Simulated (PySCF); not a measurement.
```tsv
atom	x (Å)	y (Å)	z (Å)
C	-2.9386	-1.6002	-0.4192
C	-1.6215	-1.4437	-0.3083
C	-0.9125	-0.2055	-0.0754
C	0.4460	-0.1257	0.0288
S	1.4808	-1.5180	-0.0884
C	3.1244	-0.7636	0.0666
Si	0.9736	1.6761	0.3189
C	-0.8302	2.1652	0.2612
C	-1.5891	1.0789	0.0600
H	-3.6357	-0.7841	-0.3360
H	-3.3709	-2.5692	-0.6003
H	-0.9790	-2.3121	-0.4004
H	3.2857	-0.0679	-0.7508
H	3.8428	-1.5758	0.0122
H	3.2068	-0.2554	1.0221
H	1.6270	1.8535	1.6175
H	1.7976	2.1894	-0.7774
H	-1.2512	3.1504	0.3683
H	-2.6659	1.1169	-0.0070
```

Geometry: GFN2-xTB.

The calculation used PBE0/pcSseg-1, SCF density, gas phase, non-relativistic in PySCF 2.14.0.

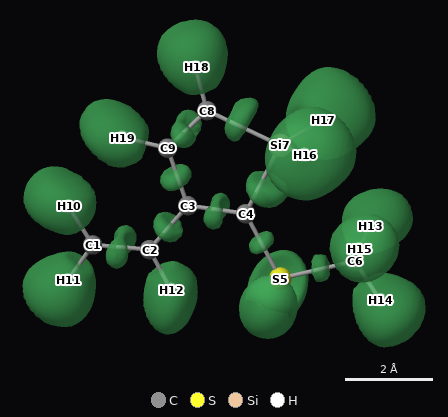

C7H10SSi (SMILES C=CC1=C(SC)[SiH2]C=C1). Isosurface of the electron localisation function at 0.85 (green), seen at a tilt. Core shells and regions of very low density are left out.

Question: Where are the electrons localised?

Answer: The ELF exceeds this value in five regions between bonded C–C atoms (shared pairs), two regions between bonded C–S atoms (shared pairs), two regions between bonded C–Si atoms (shared pairs), ten regions around hydrogen nuclei and one lobe on S, pointing away from the bonds (lone pairs, which may merge into one lobe).

Values along the shortest contacts:
C–C (1.33 Å): the ELF peaks at about 0.95 between the atoms (a short, multiple covalent bond). C–S (1.74 Å): the ELF peaks at about 0.90 between the atoms: localised, covalent bonding.
